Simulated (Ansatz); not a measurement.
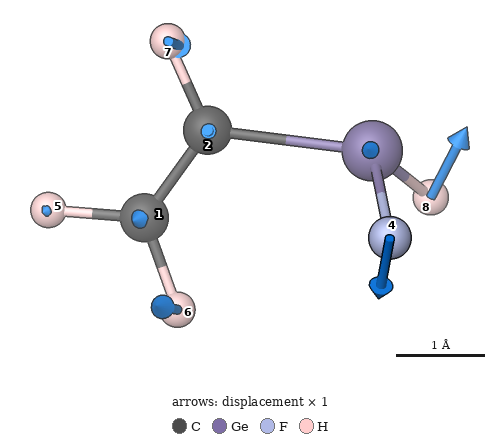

A relaxation of C$_{2}$H$_{4}$FGe (multiplicity 2) (coarse preliminary run). The starting structure is drawn; blue arrows show the displacements, at their true length. The two geometries are superimposed by the best rigid fit.

The picture is a ball-and-stick view, seen from a free direction.

The start comes from a force field.

Level of theory: Ansatz, UKS PBE-D4/def2-SVP. Settings: force threshold 0.03 eV/Å; at most 200 steps.

### What did the optimiser do to the structure, and how much energy did it gain?

Over 13 accepted moves (14 points after the start) the energy falls by 55.7 kJ/mol. Largest force component: 4.5 eV/Å at the start, 0.0052 eV/Å at the end. The line search rejected the trial step at point 2 of the run. The atom that moves furthest after the best rigid fit is the F atom (1.05 Å). Largest moves by element: F 1.05 Å, H 0.99 Å, C 0.26 Å, Ge 0.22 Å. Near-neighbour distances that change, for instance: C–C 1.265 → 1.350 Å, Ge–H 1.491 → 1.574 Å, F–Ge 1.732 → 1.776 Å, C–Ge 1.920 → 1.947 Å. Among the angles between lasting bonds that change: F–Ge–H 114.2° → 106.1°, C–Ge–F 108.8° → 104.0°, H–C–H 112.8° → 117.1°. Groups turn about C–Ge by about 65°. Cost: 19 s on 4 threads of Arm Neoverse V2, on a shared host.
